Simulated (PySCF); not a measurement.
H$_{4}$O$_{2}$Si, SMILES `O[SiH2]O`.

Computed with PySCF, ωB97X/def2-TZVP, geometry: GFN2-xTB. No frequency check shows the geometry to be a minimum. A basis without diffuse functions makes polarisabilities too small.

Cartesian coordinates (Å):

```
O1      -1.3568    0.4294   -0.0756
Si2     -0.0000   -0.4677    0.0000
O3       1.3569    0.4294    0.0756
H4      -1.5838    1.0560    0.6059
H5      -0.1119   -1.2174   -1.2398
H6       0.1119   -1.2174    1.2397
H7       1.5838    1.0560   -0.6059
```

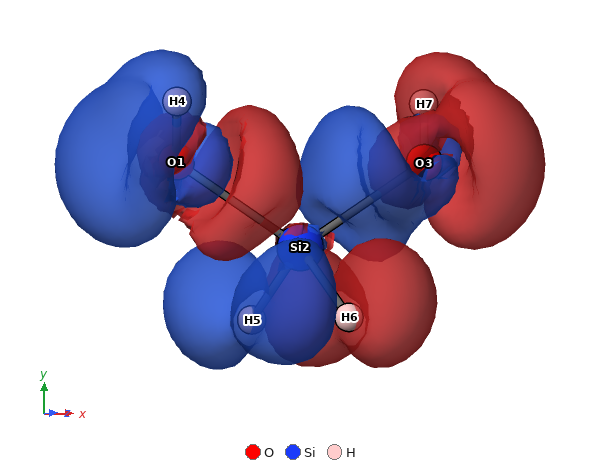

Change of the electron density in a uniform field of 0.21 V/Å, surfaces at ±0.0015 e/Å³ (blue: gain, red: loss).

### Along which Cartesian direction does the field point?

Along +x: electrons gather on the −x side, against the field.

### What dipole is induced, and what polarisability does it imply?

The induced dipole is 0.31 D (along the field); α along this axis, from the fields in both directions, is 31 bohr³ (4.6 Å³).

### Which atoms gain and lose the most charge?

Electrons gather most on O1 (Hirshfeld charge changes by −0.006 e) and leave O3 most (+0.006 e); 0.034 electrons are displaced in all.
